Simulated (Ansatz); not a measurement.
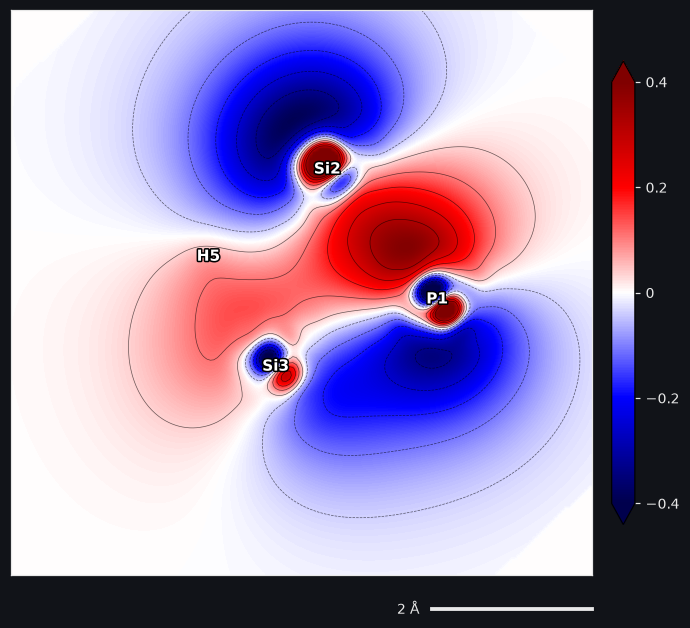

*H₃PSi₂. The HOMO−1 on the plane of atoms P1, Si3 and H5 (values in Å⁻³ᐟ²; the overall sign is arbitrary).*

Geometry: PBE0-D3(BJ)/def2-SVP.

These are results of isolated molecule in a Gaussian basis; Kohn-Sham density functional theory, functional PBE0 in Ansatz 0.2.0, not measurements.

Input

```
crystal:
  periodic: [false, false, false]
  atoms:
    - {symbol: P, position_ang: [1.489734, 0.387369, 0.059615]}
    - {symbol: Si, position_ang: [-0.544399, -0.213556, -0.103616]}
    - {symbol: Si, position_ang: [0.748580, 0.002208, 2.081305]}
    - {symbol: H, position_ang: [0.525607, 1.149006, 3.007063]}
    - {symbol: H, position_ang: [-0.759012, -0.423563, 1.713142]}
    - {symbol: H, position_ang: [1.233907, -1.198191, 2.819747]}
basis:
  gaussian: {orbitals: def2-TZVPD}
hamiltonian: {xc: pbe0}
output: {forces: true, orbitals: {seedname: orbitals}}
```

Run with:

```sh
ansatz run input.yaml --threads 1 --pin off --max-ram 2610MiB --events-out events.jsonl --progress --plain --runs-dir runs
```

> What is the character of this orbital?

Its weight (Hirshfeld) is mainly on Si2 (about 55 %), P1 (about 35 %) and Si3 (about 10 %). Its energy is −7.09 eV.
